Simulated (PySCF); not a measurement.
**C$_{2}$H$_{8}$N$_{2}$OSi (SMILES CC(=O)N[SiH2]N): density, localisation and related maps**

```xyz
14

C    -2.3739    0.2265    0.2787
C    -0.9038    0.2021    0.6330
O    -0.4211    0.9307    1.4799
N    -0.1213   -0.6719   -0.0253
Si    1.5875   -0.7174    0.3916
N     2.2252    0.8202   -0.0298
H    -2.6046   -0.4281   -0.5571
H    -2.6643    1.2465    0.0366
H    -2.9491   -0.0813    1.1501
H    -0.5362   -1.2617   -0.7258
H     1.6683   -1.1654    1.7818
H     2.1478   -1.6895   -0.5455
H     1.7268    1.6174    0.3393
H     3.2179    0.9713    0.0505
```

Geometry: GFN2-xTB.

These are results of PBE0/pcSseg-1, SCF density, gas phase, non-relativistic (PySCF), not measurements.

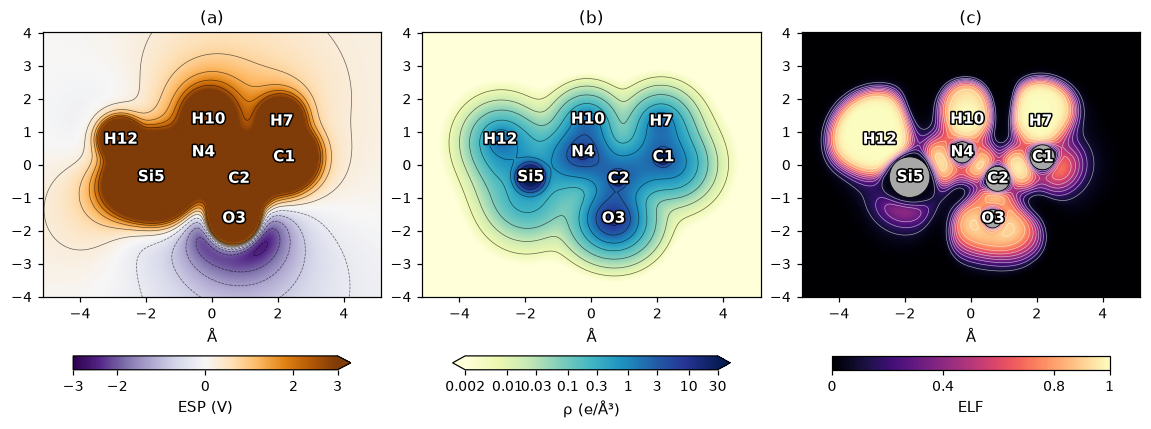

Figure 1. (a) electrostatic potential; (b) total electron density; (c) ELF on the plane of atoms N4, Si5 and H12. Grey discs cover the atomic cores in the ELF map.

What does the map show?

Answer.
- The section cuts through C, O, N, Si and H sites.
- C–O (1.22 Å): ρ at the midpoint is about 3.2 e/Å³; the ELF peaks at about 0.85 between the atoms; a short, multiple covalent bond.
- C–N (1.35 Å): ρ at the midpoint is about 2.4 e/Å³; the ELF peaks at about 0.90 between the atoms (localised, covalent bonding).
- C–C (1.51 Å): the density is about 1.7 e/Å³ at the midpoint; the ELF peaks at about 0.95 between the atoms: localised, covalent bonding.
- N–H (1.01 Å): ρ is about 2.9 e/Å³ halfway; the ELF climbs to about 1 towards the hydrogen, as it does in any bond to H (an ordinary covalent bond to hydrogen).
- Si–N (1.76 Å): the density is about 1 e/Å³ at the midpoint; the ELF peaks at about 0.95 between the atoms; a polar covalent bond.
- The ELF also peaks beside O3, away from the bonds: lone-pair regions.
- Outside the dense part of the molecule the potential is most negative (−2.5 V) near O3.

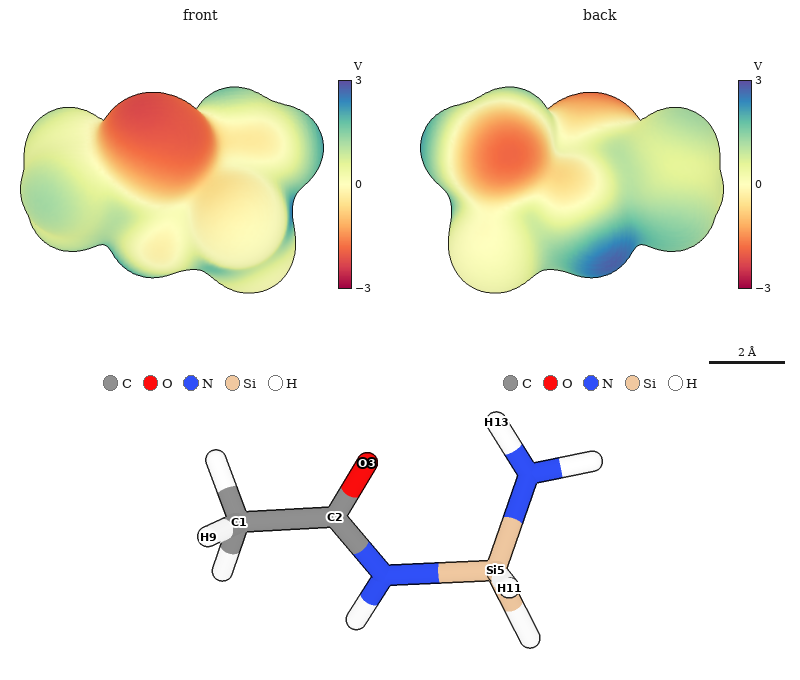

Figure 2. The electrostatic potential painted on the density surface at 0.004 e/bohr³, seen from the front and from behind; red is negative and blue positive. The bare structure is drawn below in the same view.

Where is the surface potential most negative and most positive?

Answer. The most negative region (about −2.2 V) lies over O3, the most positive (about +2.7 V) over H10. O3 is the likeliest acceptor of a hydrogen bond.

What dipole moment does the calculation give?

Answer. Its dipole moment is 2.23 D.
